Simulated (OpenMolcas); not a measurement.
# C2H6Si (vinylsilane) at 6 levels

Aim: a comparison of 6 runs (HF/3-21G, B3LYP/6-31G*, B2PLYP/6-311+G**, BHLYP/6-311+G**, PBE0/6-311+G**, TPSS/6-311+G**) of C2H6Si (vinylsilane). 

The calculation is run with OpenMolcas 26.06.

1 further run of the same task is left out (set aside as unsound or not needed).

## 1. The molecule

C2H6Si has 9 atoms, charge 0, and is taken as a singlet. SMILES: `C=C[SiH3]`. The Si3–H8 distance was set to 1.933 Å, away from the relaxed value.

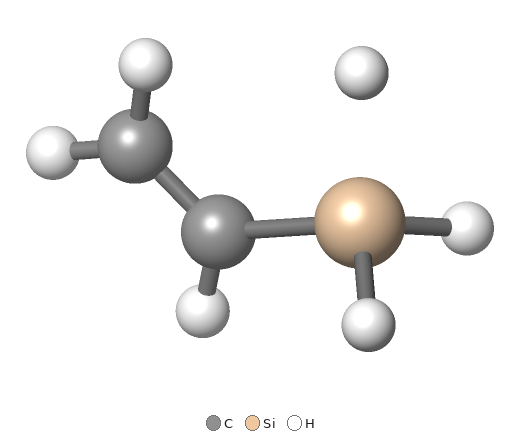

Viewed from a chosen angle; carbon grey, silicon light orange, hydrogen white.

## 2. A single-point energy at HF/3-21G (run 1)

The input, geom.xyz:

```xyz
9

C     -0.612545     1.182305    -0.746095
C      0.029855     1.024605     0.407805
Si     0.661755    -0.619895     1.002305
H     -0.804545     0.345105    -1.411695
H     -0.975545     2.150705    -1.079295
H      0.190555     1.904105     1.029805
H      2.136955    -0.581795     1.196005
H      0.223400    -1.972400    -0.307300
H      0.047955    -0.982195     2.308905
```

The input, mol.input:

```
&GATEWAY
BasLib=$CurrDir
Coord=geom.xyz
Basis=3-21G
Group=NoSym
&SEWARD
&SCF
Thresholds=1e-10 1e-07 1e-07 1e-05
PrOrbitals=1 2
```

The basis set 3-21G is read from a file made from the Basis Set Exchange's data (not shown).

The run is started by

```console
$ export MOLCAS_MEM=1860
$ pymolcas mol.input > mol.log
```

What it wrote:

```text
--- Start Module: gateway ---
[...]
--- Stop Module: gateway /rc=_RC_ALL_IS_WELL_ ---
--- Start Module: seward ---
[...]
      Basis functions           43
--- Stop Module: seward /rc=_RC_ALL_IS_WELL_ ---
--- Start Module: scf ---
[...]
       Convergence after  12 Iterations
[...]
::    Total SCF energy                               -366.1155766131
[...]
      Total spin, S                                     0.0000000000
[...]
      Total electronic charge=   32.000000
      Total            charge=   -0.000000
[...]
      Dipole Moment (debye):
      Origin of the operator (angstrom)=    0.2128    0.1725    0.4435
                   X= -2.4290E-01               Y=  1.2389E+00               Z= -1.1384E-02           Total=  1.2625E+00
      Quadrupole Moment (debye*angstrom):
[...]
--- Stop Module: scf /rc=_RC_ALL_IS_WELL_ ---
[...]
```

Run time: 1.9 s. Hardware: 1 thread of Intel Xeon Platinum 8375C at 2.90GHz (Ice Lake), shared host; peak memory 0.38 GiB.

## 3. A single-point energy at B3LYP/6-31G(d) (Cartesian functions) (run 2)

The input, job.inp:

```
>>> EXPORT MOLCAS_PRINT=2

&GATEWAY
 BasLib=$CurrDir
 Coord
 9
 angstrom
 C       -0.612545       1.182305      -0.746095
 C        0.029855       1.024605       0.407805
 Si       0.661755      -0.619895       1.002305
 H       -0.804545       0.345105      -1.411695
 H       -0.975545       2.150705      -1.079295
 H        0.190555       1.904105       1.029805
 H        2.136955      -0.581795       1.196005
 H        0.223400      -1.972400      -0.307300
 H        0.047955      -0.982195       2.308905
 Basis=6-31Gs
 Group=NoSym

&SEWARD
 GridInput
 Grid=UltraFine
 End of Grid

&SCF
 KSDFT=B3LYP
 Thresholds=1e-10 1e-07 1e-07 1e-05
 PrOrbitals=1
```

The basis set 6-31G* is read from a file made from the Basis Set Exchange's data (not shown).

The run is started by

```console
$ export MOLCAS_MEM=1860
$ pymolcas job.inp > job.log
```

What it wrote:

```text
--- Start Module: gateway ---
[...]
--- Stop Module: gateway /rc=_RC_ALL_IS_WELL_ ---
--- Start Module: seward ---
[...]
      Basis functions           61
--- Stop Module: seward /rc=_RC_ALL_IS_WELL_ ---
[...]
--- Start Module: scf ---
[...]
       Convergence after  14 Iterations
[...]
::    Total KS-DFT energy                            -369.2481098277
[...]
      Total spin, S                                     0.0000000000
[...]
      Total electronic charge=   32.000000
      Total            charge=   -0.000000
[...]
      Dipole Moment (debye):
      Origin of the operator (angstrom)=    0.2128    0.1725    0.4435
                   X= -1.8732E-01               Y=  1.2653E+00               Z=  1.0289E-01           Total=  1.2833E+00
      Quadrupole Moment (debye*angstrom):
[...]
--- Stop Module: scf /rc=_RC_ALL_IS_WELL_ ---
[...]
```

It took 15 s on 1 thread of Intel Xeon Platinum 8375C at 2.90GHz (Ice Lake), shared host; peak memory 0.4 GiB.

Runs 3 to 5 aren't shown in full; the table further down has their settings and results.

## 4. A single-point energy at TPSS/6-311+G(d,p) (run 6)

The input, run.input:

```
* C2H6Si Kohn-Sham DFT
&gateway
baslib=$CurrDir
coord
9
angstrom
C       -0.612545       1.182305      -0.746095
C        0.029855       1.024605       0.407805
Si       0.661755      -0.619895       1.002305
H       -0.804545       0.345105      -1.411695
H       -0.975545       2.150705      -1.079295
H        0.190555       1.904105       1.029805
H        2.136955      -0.581795       1.196005
H        0.223400      -1.972400      -0.307300
H        0.047955      -0.982195       2.308905
basis=6-311pGss
group=NoSym
&seward
gridinput
Grid=UltraFine
End of Grid
&scf
ksdft=2
1.0 MGGA_X_TPSS
1.0 MGGA_C_TPSS
thresholds=1e-10 1e-07 1e-07 1e-05
prorbitals=1 1
```

The basis set 6-311+G** is read from a file made from the Basis Set Exchange's data (not shown).

The run is started by

```console
$ export MOLCAS_MEM=1860
$ pymolcas run.input > run.log
```

What it wrote:

```text
--- Start Module: gateway ---
[...]
--- Stop Module: gateway /rc=_RC_ALL_IS_WELL_ ---
--- Start Module: seward ---
[...]
      Basis functions          110
--- Stop Module: seward /rc=_RC_ALL_IS_WELL_ ---
[...]
--- Start Module: scf ---
[...]
       Convergence after  15 Iterations
[...]
::    Total KS-DFT energy                            -369.3165343038
[...]
      Total spin, S                                     0.0000000000
[...]
      Total electronic charge=   32.000000
      Total            charge=   -0.000000
[...]
      Dipole Moment (debye):
      Origin of the operator (angstrom)=    0.2128    0.1725    0.4435
                   X= -1.6536E-01               Y=  1.1257E+00               Z=  9.3790E-02           Total=  1.1416E+00
      Quadrupole Moment (debye*angstrom):
[...]
--- Stop Module: scf /rc=_RC_ALL_IS_WELL_ ---
[...]
```

Wall time 53 s (1 thread of Intel Xeon Platinum 8375C at 2.90GHz (Ice Lake), shared host); peak memory 0.65 GiB.

## 5. Overview of the runs

```
run                               level  Cartesian functions  integration grid  energy (Eh)  dipole moment (D)  HOMO energy (eV)  LUMO energy (eV)  wall time
  1                            HF/3-21G                   no                 –  -366.115577               1.26            -10.48              3.84      1.9 s
  2  B3LYP/6-31G* (Cartesian functions)                  yes         UltraFine  -369.248110               1.28             -7.62             -0.31       15 s
  3                    B2PLYP/6-311+G**                   no         UltraFine  -369.047947               1.20             -8.99              0.53       36 s
  4                     BHLYP/6-311+G**                   no         UltraFine  -369.214891               1.18             -9.07              0.34       37 s
  5                      PBE0/6-311+G**                   no         UltraFine  -369.042431               1.14             -8.12             -0.61       36 s
  6                      TPSS/6-311+G**                   no         UltraFine  -369.316534               1.14             -7.03             -1.41       53 s
```

## 6. Results

| quantity | value |
| --- | --- |
| run 6: total energy | -369.31653 Eh |
| run 6: dipole moment | 1.14 D |
| run 6: HOMO energy | -7.03 eV |
| run 6: LUMO energy | -1.41 eV |
| run 6: HOMO–LUMO gap | 5.62 eV |

**Reading.** The dipole moment (its size) runs from 1.14 D (PBE0/6-311+G**) to 1.28 D (B3LYP/6-31G*). The two ends differ in method and basis. The HOMO–LUMO gap runs from 5.62 eV (TPSS/6-311+G**) to 14.32 eV (HF/3-21G). For B2PLYP the log adds the whole second-order term; the table takes 0.27 of it, as the functional is defined. Totals of different functionals can't be ranked against each other. All runs together took 3 min, the longest 53 s.
